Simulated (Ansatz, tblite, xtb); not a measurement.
**How methods differ on SiH3O4 (SMILES [O][Si](O)(O)O)**

SiH3O4: 8 atoms, total charge 0, spin state doublet. SMILES: `[O][Si](O)(O)O`. The coordinates come from a PBE0-D4/def2-TZVP relaxation. This is one conformer, not always the lowest.

```xyz
8

O    -1.4176    0.2478    1.1930
Si   -0.1958    0.0587    0.0910
O     1.1171   -0.0673    1.0498
O    -0.2499    1.3391   -0.9027
O    -0.2663   -1.2635   -0.8497
H     1.2714    0.6330    1.6867
H    -0.0940    1.1731   -1.8338
H    -0.1650   -2.1208   -0.4343
```

Quantity: the vertical ionisation energy (to the singlet cation), in eV. The values are calculated.

```json
{"level": "IPEA1-xTB", "kind": "semi-empirical", "program": "tblite", "value (eV)": "16.14", "CPU time (all runs)": "2.7 s"}
{"level": "GFN1-xTB", "kind": "semi-empirical", "program": "xtb", "value (eV)": "17.07", "CPU time (all runs)": "under 2 s"}
{"level": "USVWN5/6-31G* (spherical functions)", "kind": "LDA", "program": "Ansatz", "value (eV)": "11.35", "CPU time (all runs)": "21 s"}
{"level": "UBLYP/6-31G* (spherical functions)", "kind": "GGA", "program": "Ansatz", "value (eV)": "11.10", "CPU time (all runs)": "32 s"}
{"level": "UPBE0/6-31G* (spherical functions)", "kind": "global hybrid", "program": "Ansatz", "value (eV)": "12.58", "CPU time (all runs)": "41 s"}
{"level": "U-wB97X/6-31G* (spherical functions)", "kind": "range-separated hybrid", "program": "Ansatz", "value (eV)": "13.07", "CPU time (all runs)": "2.9 min"}
{"level": "UPBE-QIDH/6-31G* (spherical functions)", "kind": "double hybrid", "program": "Ansatz", "value (eV)": "13.31", "CPU time (all runs)": "57 s"}
{"level": "RPA@PBE0/6-31G* (spherical functions)", "kind": "RPA", "program": "Ansatz", "value (eV)": "12.04", "CPU time (all runs)": "61 s"}
{"level": "UMP2/6-31G* (spherical functions)", "kind": "perturbation theory", "program": "Ansatz", "value (eV)": "13.73", "CPU time (all runs)": "13 s"}
{"level": "UBCCD(T)/6-31G* (spherical functions)", "kind": "coupled cluster or CI", "program": "Ansatz", "value (eV)": "12.06", "CPU time (all runs)": "3.4 min"}
```

The values span 11.10 to 17.07 eV. The xTB values lack the empirical shift that such differences need. CPU times are rough (shared hosts, several kinds of processor and program).

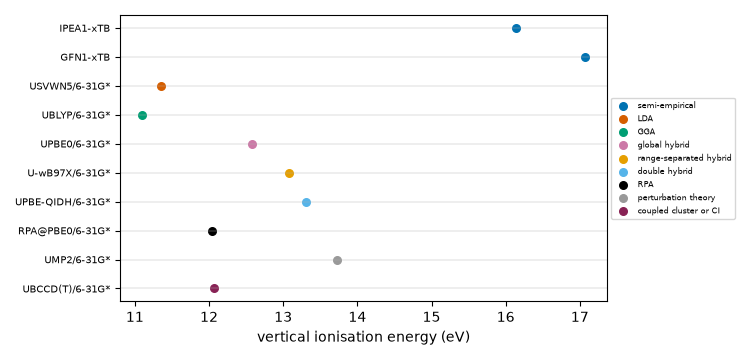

The values of the table, level by level.
